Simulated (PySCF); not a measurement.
EPR calculation, with input and output: C4H7O2S

The run: EPR calculation of C4H7O2S, multiplicity 2, SMILES [CH2]C(=C)S(C)(=O)=O. Method and program: UKS B3LYP, pcH-1 on C H O S, non-relativistic, mean-field spin-orbit, GIAO (PySCF 2.14.0).

It belongs to a series of runs on one base structure; here: X = H replaced by SO2CH3.

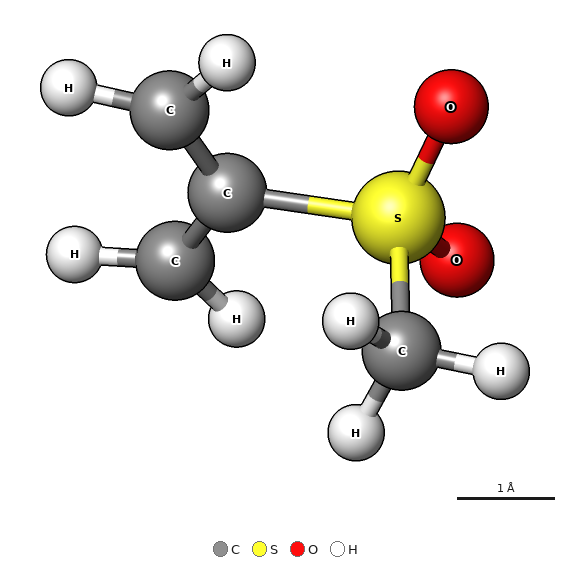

Figure 1. The structure as given in the input (ball-and-stick view, seen at a tilt).

**The input**
```
{"job": {"kind": "epr", "basis": "pcH-1"}, "charge": 0, "multiplicity": 2}
C      1.645534     0.481571    -0.874807
C      0.893928     0.177034     0.224638
C      0.968799     0.679301     1.493003
S     -0.420297    -1.053979    -0.041149
C     -1.853579    -0.029468    -0.499733
O     -0.718102    -1.704519     1.205708
O     -0.078795    -1.876779    -1.169243
H      1.467201    -0.046961    -1.793096
H      2.440662     1.205952    -0.837336
H      0.306990     0.294857     2.247011
H      1.704327     1.412740     1.774078
H     -1.605438     0.509880    -1.404198
H     -2.691534    -0.694169    -0.668344
H     -2.060375     0.644067     0.321302
```

The first line tells a small driver script what to run in PySCF; the rest is the geometry in Å.

Command:
```bash
OMP_NUM_THREADS=1 python <driver script> task.json out
```

**Output**
```
UKS, coarse grid
  cycle   1  E = -704.88521646  |g| = 8.97e-01
  cycle   2  E = -703.98270677  |g| = 1.81e+00
  cycle   3  E = -705.14932192  |g| = 1.79e-01
  cycle   4  E = -705.16307360  |g| = 7.67e-02
  cycle   5  E = -705.16589513  |g| = 1.64e-02
  cycle   6  E = -705.16602974  |g| = 5.45e-03
  cycle   7  E = -705.16605713  |g| = 2.72e-03
  cycle   8  E = -705.16606327  |g| = 1.38e-03
  cycle   9  E = -705.16606473  |g| = 2.15e-04
UKS, final grid
  cycle   1  E = -705.16608424  |g| = 2.85e-04
  cycle   2  E = -705.16608419  |g| = 4.82e-04
  cycle   3  E = -705.16608428  |g| = 6.74e-05
  cycle   4  E = -705.16608428  |g| = 2.31e-05
E = -705.16608428 Eh   <S^2> = 0.7779 (exact 0.7500)
g shifts (ppm)      1          2          3
  rmc          -137       -137       -137
  gc              3         29         37
  oz_so          57        619        742
  total         -78        511        642
hyperfine (MHz)  atom isotope    a_iso     a_fc   dipolar eigenvalues
    0   13C      55.32      55.39    -52.66    -51.10    103.76
    1   13C     -54.29     -54.33    -29.62     10.94     18.69
    2   13C      55.45      55.52    -52.80    -51.23    104.03
    3   33S       1.88       1.89     -0.40     -0.32      0.72
    4   13C      -1.84      -1.84     -0.42      0.07      0.35
    5   17O       0.07       0.07     -0.64     -0.18      0.83
    6   17O       0.08       0.08     -0.68     -0.17      0.85
    7    1H     -43.10     -43.11    -25.46     -0.71     26.17
    8    1H     -41.09     -41.10    -22.31     -1.79     24.10
    9    1H     -43.12     -43.13    -25.53     -0.71     26.24
   10    1H     -41.18     -41.18    -22.39     -1.78     24.18
   11    1H       0.02       0.02     -1.68     -1.00      2.67
   12    1H      -4.07      -4.07     -0.87     -0.45      1.31
   13    1H       0.08       0.08     -1.71     -1.07      2.78
```

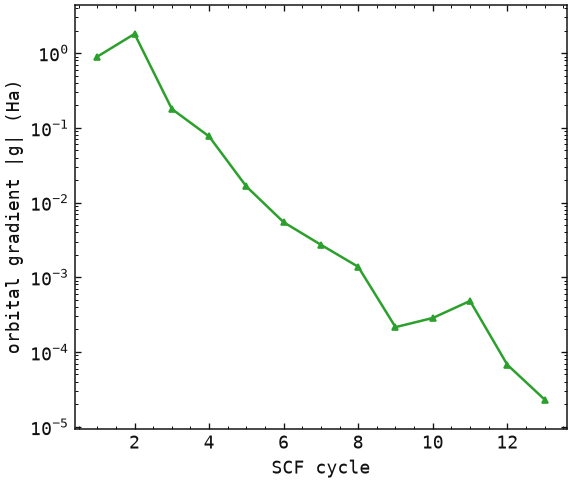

Figure 2. Convergence of the self-consistent field: orbital gradient |g| against the SCF cycle. All cycles printed in the log are drawn one after another.

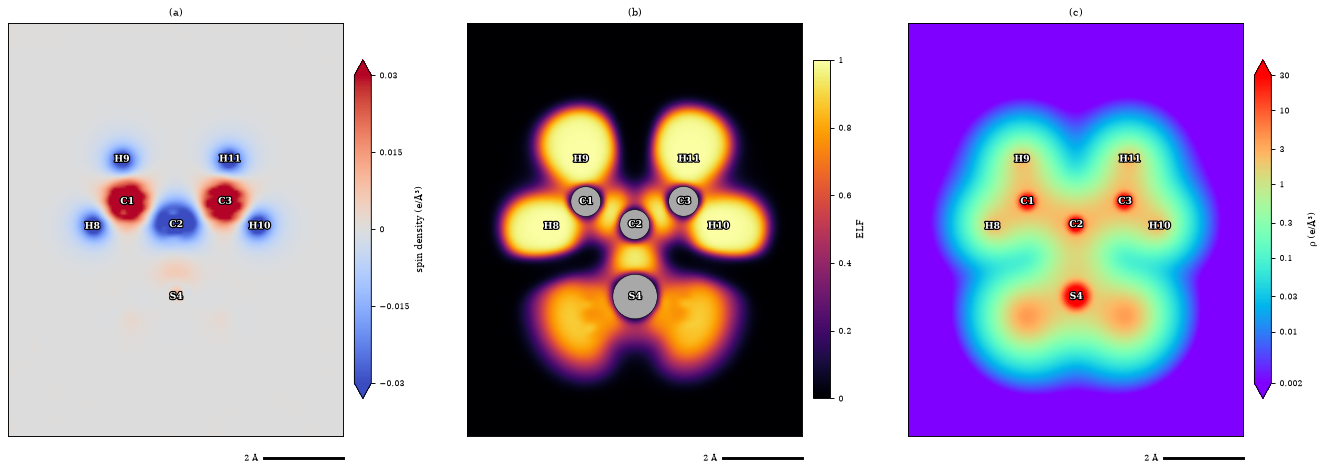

Figure 3. (a) spin density; (b) ELF; (c) electron density on the plane of atoms C2, C3 and H10. Grey discs, where drawn, cover atomic cores. The section cuts through C, S and H sites. The unpaired spin (1 electron) lies mostly on C3 (about 0.5) and C1 (about 0.5), in electrons by Hirshfeld's partition.

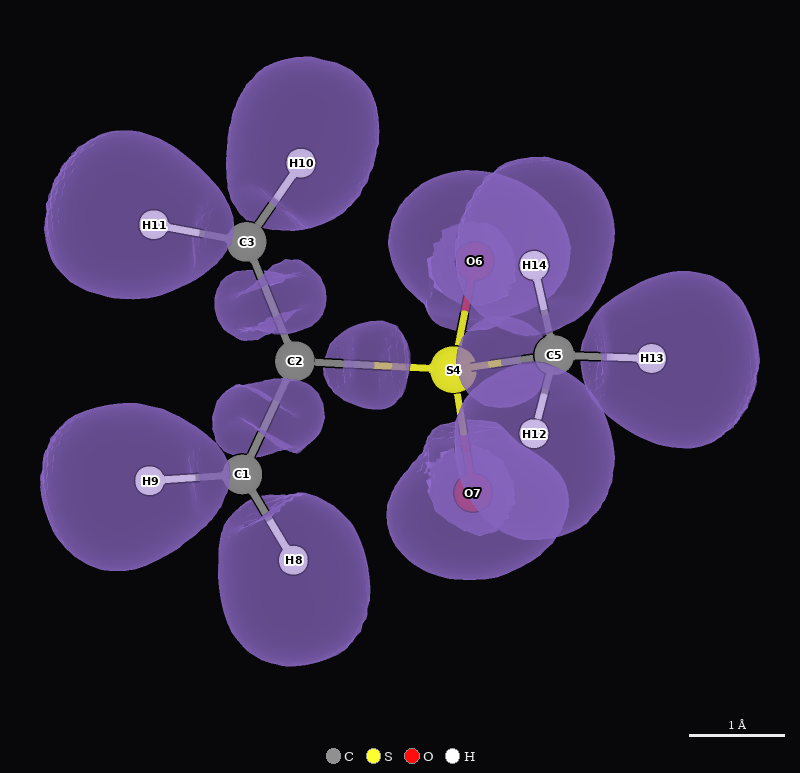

Figure 4. Isosurface of the ELF at 0.75 (purple), seen face on. Only the valence region is drawn (cores and ρ < 0.01 e/Å³ removed). Profiles from the grid: C–C (1.37 Å): the ELF peaks at about 0.95 between the atoms, which marks localised, shared-pair bonding. S–O (1.44 Å): the ELF peaks at about 0.80 between the atoms, which marks a polar covalent bond.

**Results in brief**

| quantity | value |
| --- | --- |
| outcome | converged |
| total energy | −705.166084 hartree |
| ⟨S²⟩ | 0.778 |
| isotropic g | 2.0027 |
| hardware | 1 CPU thread, shared host |
| wall time | 66 s |
| peak memory | 0.94 GiB |
